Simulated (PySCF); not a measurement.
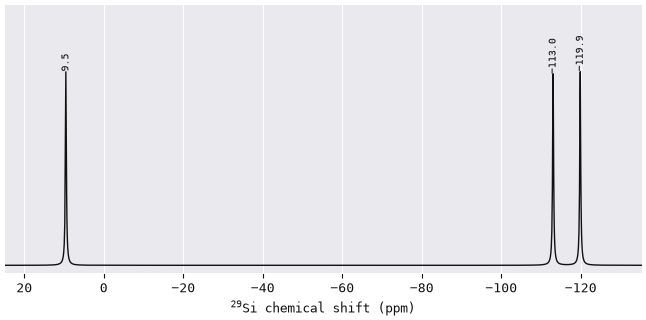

GIAO shifts, KT2/pcSseg-2, PySCF, at a PBE0-D3(BJ)/def2-SVP geometry (no frequency check), against TMS for ²⁹Si computed at the same level. Gas phase, fully decoupled, line heights follow the number of nuclei, widths are arbitrary (no quadrupolar broadening); values of one conformer, averaged over nuclei that symmetry or rotation about single bonds exchange, these motions taken as fast; other conformers aren't averaged in.

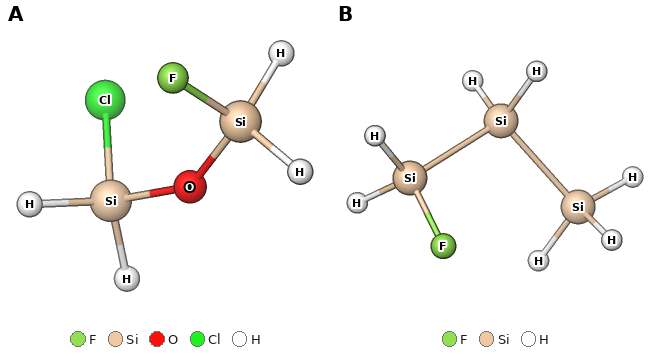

Which molecule was computed? Choose among the lettered structures.

Structure B, Si₃H₇F, SMILES F[SiH2][SiH2][SiH3]. Its ²⁹Si signals: 9.5 (1 Si), −113.0 (1 Si), −119.9 (1 Si) ppm.
